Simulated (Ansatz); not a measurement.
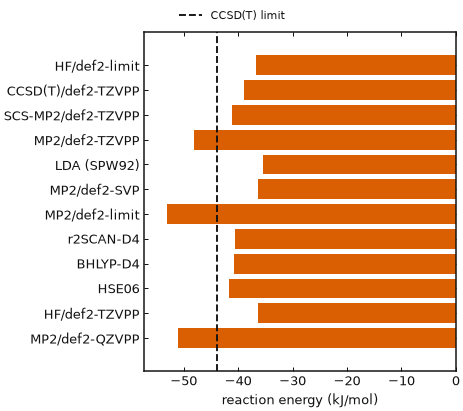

Electronic reaction energy of TiH₄O₄ ([OH][Ti]([OH])([OH])[OH]) + HBr (Br) → TiH₃O₃Br ([OH][Ti]([OH])([OH])[Br]) + H₂O (O) (SMILES in brackets) at several levels (functionals in def2-TZVPP unless a basis is named), isolated molecules at PBE0-D4 triple-zeta geometries, minima by their frequencies, no zero-point or thermal terms, the Ansatz code 0.2.0. The line is frozen-core CCSD(T) at the basis limit (MP2 extrapolated from triple and quadruple zeta, plus CCSD(T) less MP2 in a smaller set). No dispersion term is added to HSE06. The distance of CCSD(T)/def2-TZVPP, SCS-MP2/def2-TZVPP, MP2/def2-TZVPP, MP2/def2-SVP and MP2/def2-QZVPP to the limit includes basis error. The limit lies 5.0 kJ/mol from CCSD(T)/def2-TZVPP, so the line itself is uncertain by a part of that.

What do zero-point energy and temperature add?

Answer. Zero-point change 8.5 kJ/mol; at 298.15 K and 1 bar the CCSD(T) limit plus thermal terms gives an enthalpy of reaction of −34.2 and a free energy of −38.1 kJ/mol (harmonic PBE0-D4 modes, ideal gas).

What range do the values span, the line included?

Answer. From −53.0 kJ/mol (MP2/def2-limit) to −35.4 kJ/mol (LDA (SPW92)).

Note: no scalar relativity up to krypton; outer-core shells are correlated without core-valence functions, which makes the correlated values less sure.
